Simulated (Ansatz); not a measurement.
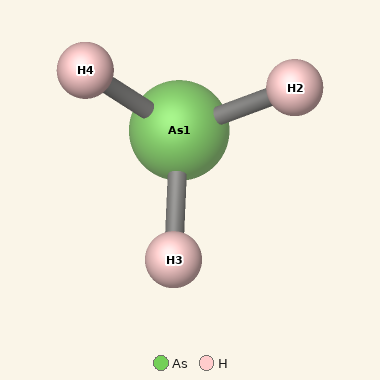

The system is AsH₃ with the probe H2O; the picture shows it without the atoms that are moved over the map. 
- The probe is moved over a plane parallel to the molecule's main plane, 2.90 Å above it.
- First axis: x of the probe's O atom. Second axis: y of the probe's O atom.
- Nothing is relaxed (molecule and probe rigid, the probe upright with O nearest the plane).
- Grid: 19 × 19 points.
- Points are written as (first, second).
- Energies: kcal/mol, counted from the lowest grid point.
- Computed with Ansatz, RHF/def2-TZVPD.

Range: x of the probe's O atom from −2.88 to 2.88 Å; y of the probe's O atom from −2.88 to 2.88 Å.

What landscape does the calculation give?

Answer. The lowest grid point is at (2.88 Å, −0.96 Å). It lies at the edge of the scanned range, so the true minimum may lie outside. The energy also falls towards the edge at (2.88 Å, 0.64 Å) (0.010 kcal/mol above the lowest) and (−2.88 Å, 0.00 Å) (0.035 kcal/mol above the lowest), where a further well may lie outside the range. The highest grid point, (0.00 Å, 0.00 Å), lies 1.77 kcal/mol above the lowest.

```
y of the probe's O atom ↓, x of the probe's O atom →  −2.88  −2.24  −1.60  −0.96  −0.32  0.32  0.96  1.60  2.24  2.88
                                                2.88   0.07   0.04   0.04   0.08   0.13  0.14  0.12  0.09  0.07  0.08
                                                2.24   0.05   0.06   0.13   0.28   0.40  0.38  0.27  0.14  0.06  0.05
                                                1.60   0.04   0.10   0.31   0.65   0.89  0.83  0.56  0.28  0.09  0.02
                                                0.96   0.04   0.16   0.51   1.04   1.40  1.34  0.97  0.51  0.15  0.01
                                                0.32   0.04   0.20   0.63   1.26   1.68  1.68  1.33  0.74  0.23  0.01
                                               −0.32   0.03   0.20   0.66   1.29   1.69  1.68  1.36  0.76  0.24  0.01
                                               −0.96   0.03   0.16   0.54   1.08   1.39  1.32  1.01  0.55  0.16  0.00
                                               −1.60   0.03   0.09   0.32   0.66   0.86  0.79  0.56  0.29  0.08  0.01
                                               −2.24   0.03   0.03   0.12   0.27   0.38  0.37  0.26  0.13  0.05  0.03
                                               −2.88   0.05   0.02   0.04   0.09   0.14  0.15  0.12  0.08  0.06  0.07
```

The table holds every second grid line.

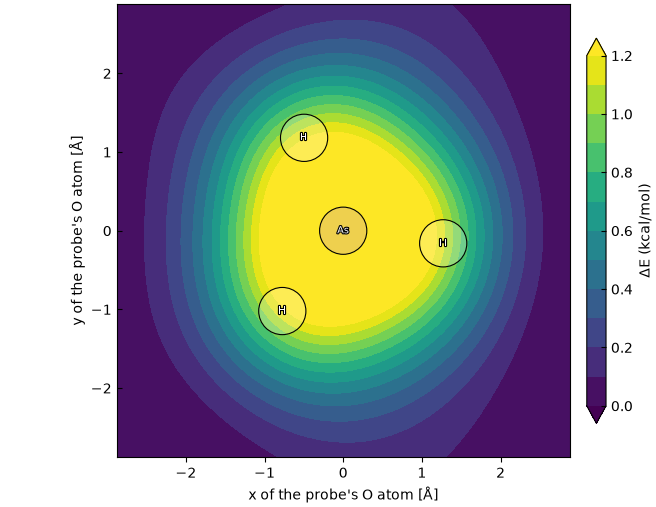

Drawn: filled contours, labelled circles for the molecule's atoms, projected on the plane, one colour for all values above the top of the scale. Between grid points the surface is interpolated.

Each point was launched as `ansatz run input.yaml --threads 1 --pin off --max-ram 2560MiB --backend cpu --events-out ev --progress --plain --runs-dir out`. The whole map (361 points run) took 9.4 min on 1 thread of Intel(R) Xeon(R) Platinum 8488C (Sapphire Rapids) (shared host).
